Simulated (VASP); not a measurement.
Band structure of Sn (beta). Calculation: PBE GGA, VASP's PBE PAW potentials (set 64) (plane waves; VASP).

Unless said otherwise, spin-orbit coupling is left out, though it shifts the bands of the heavy elements here.

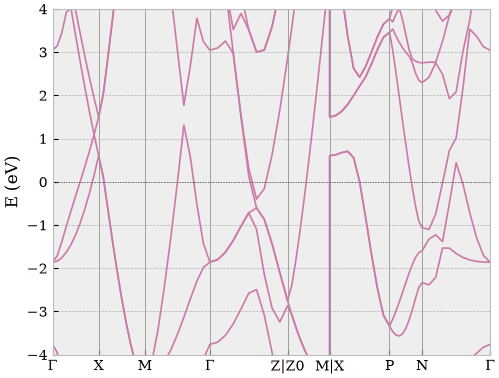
Fig. 1. Bands along high-symmetry lines, zero at the valence-band maximum or, without a gap, the Fermi level

### Question
Read the plot: is there a gap, and where are the band edges?

### Answer
It has no gap at this level: it comes out as a metal or semimetal. (Edges off the drawn lines would not show.)

The compound is Sn in the beta structure. It was relaxed first.
